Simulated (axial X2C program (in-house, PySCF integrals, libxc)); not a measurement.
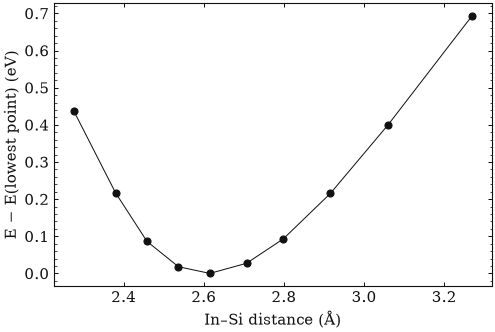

Fig. 1: Energy at 10 bond lengths, for one set of occupations held fixed; the line joins the points. A polynomial of degree 6 through 9 points gives rₑ = 2.607 Å, ωₑ = 277.7 cm⁻¹, ωₑxₑ = 0.93 cm⁻¹ and Bₑ = 0.1102 cm⁻¹. The minimum lies 2.20 eV below In + Si⁻, each computed as one determinant at the same level.

# InSi⁻: relativistic diatomic calculation

InSi⁻, single determinant with Ω = 1. Computed at this level: PBE0, two-component X2C with atomic mean-field Coulomb and Gaunt terms, In dyall-acv3z, Si dyall-av3z (cores contracted) (axial X2C program (in-house, PySCF integrals, libxc)).

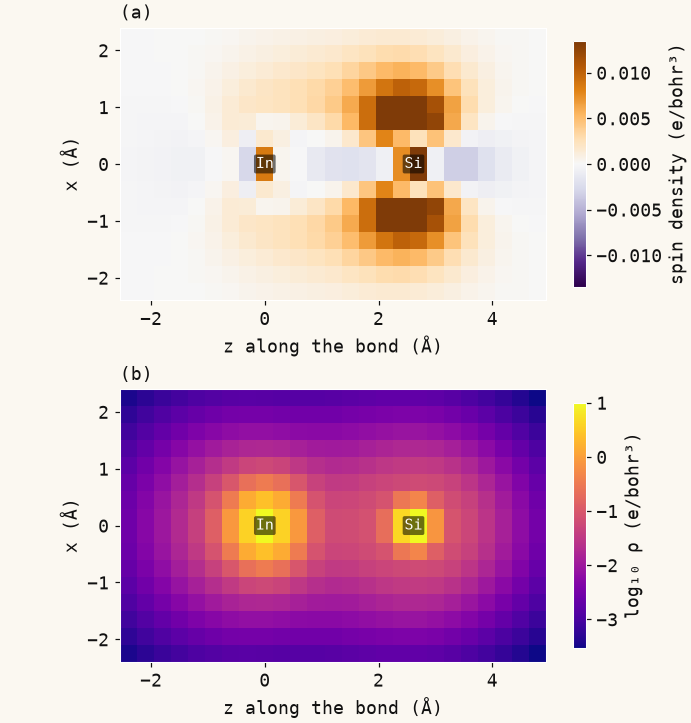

Fig. 2: (a) spin density; (b) electron density on a logarithmic scale, in a plane that holds the axis, at 2.62 Å, on points 0.3 Å apart (one half computed, the other mirrored); the structure near the nuclei is finer than these points.

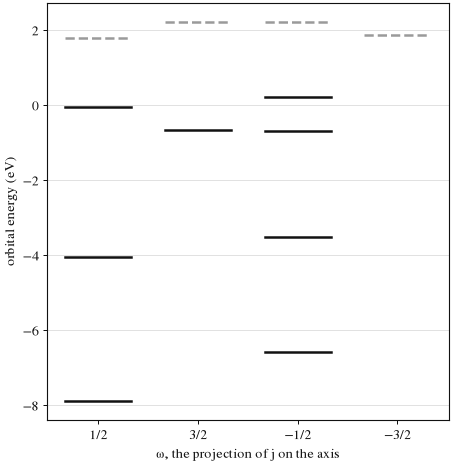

Fig. 3: Orbital energies near the frontier at 2.62 Å, filled (solid) and empty (dashed). The highest filled spinor (−1/2; 42 % Si p, 37 % In p) lies at 0.22 eV, the lowest empty one (1/2; 57 % In p, 38 % Si p) at 1.80 eV. A filled level above zero is held only by the finite basis .

Input and output of the run follow.

### Input file
```
{"zs": [49, 14], "q": -1, "bas": ["dyall-acv3z", "dyall-av3z"], "levels": ["PBE0", "HF", "PBE"], "cc": true, "r0": 2.58, "thr": -1.0, "nmax": 90, "npts": 10, "nst": 2, "ntry": 6}
```

The line is the task of a batch: nuclear charges, charge, bases, the levels to run, a first guess of the distance and further settings. This report covers PBE0 with spin-orbit coupling. The log is that of the reference distance 2.615 Å.

Launched within a batch (the task file carries these settings):
```bash
python <driver script> task.json out
```

### The program's output
```
two-component X2C + atomic mean field  PBE0
basis functions 207  fitting functions 1090  grid points 5084
iter        total energy     max residual
   1      -6166.701259492     1.84e+00
   2      -6168.138284926     1.53e-02
   3      -6168.129516750     2.31e-02
   4      -6168.152390108     2.43e-03
   5      -6168.152510889     1.96e-03
   6      -6168.152753654     2.62e-04
   7      -6168.152756706     3.78e-05
   8      -6168.152756952     2.99e-05
   9      -6168.152757093     2.25e-05
  10      -6168.152757196     1.49e-05
  11      -6168.152757251     8.48e-06
  12      -6168.152757278     1.16e-06
  13      -6168.152757279     3.54e-07
converged
one-electron -8778.19723738  Coulomb 2656.38741873  exact exchange -44.75279865  xc functional -137.09763804  nuclear repulsion 138.82048439  atomic mean-field constant -3.31298634
```

### The points of the curve

```csv
R (Å),E (hartree),"dipole (D; origin at the first atom, positive when the second is positive)",highest filled (eV),lowest empty (eV)
2.275,−6168.136655,−6.05,0.00,1.55
2.380,−6168.144783,−5.49,0.20,1.66
2.458,−6168.149586,−5.87,0.23,1.72
2.537,−6168.152096,−6.31,0.23,1.76
2.615,−6168.152757,−6.75,0.22,1.80
2.707,−6168.151757,−7.25,0.22,1.83
2.798,−6168.149351,−7.75,0.22,1.85
2.916,−6168.144849,−8.35,0.23,1.86
3.060,−6168.138067,−9.03,0.25,1.85
3.269,−6168.127300,−9.85,0.28,1.80
```

### Results in brief

- outcome: converged; a filled level lies above zero
- bond length rₑ: 2.607 Å
- ωₑ: 277.7 cm⁻¹
- energy at the minimum: −6168.15276 hartree
- depth below the fragments: 2.20 eV
- hardware: 1 thread of Arm Neoverse V1, 24 GiB of memory available, shared host
- wall time: 12 s

### Remarks

The highest filled level (PBE0, up to 0.28 eV) lies above zero. That is common for anions, where the functional's self-interaction leaves the outer electrons unbound; only the finite basis holds them, so such levels depend on it.
